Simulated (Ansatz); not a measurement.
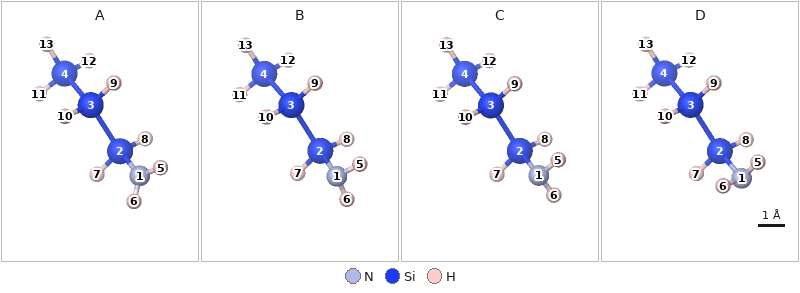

4 geometries from a converged minimum-energy path of Si3NH9, shuffled. The picture is a ball-and-stick view, seen from a free direction.

Theory: RKS BLYP-D4/STO-3G in Ansatz 0.2.0. Run with 5 movable images; climbing image; force threshold 0.03 eV/Å; iteration limit 60; starting path through a guess of the saddle point.

Question: Which frame is the transition state?

Answer: A. In order along the path, whose images run from 0 to 6: C (image 0, 0.00 kcal/mol), B (image 1, +0.19 kcal/mol), A (image 3, +3.35 kcal/mol), D (image 6, −0.99 kcal/mol). The motion is an umbrella inversion at N1. No bond forms or breaks between the ends. Among the angles between lasting bonds that change up to the highest image: Si2–N1–H5 106.7° → 124.0°, Si2–N1–H6 106.3° → 123.1°.

Limits of the set-up: STO-3G is a minimal basis, so the numbers are rough.
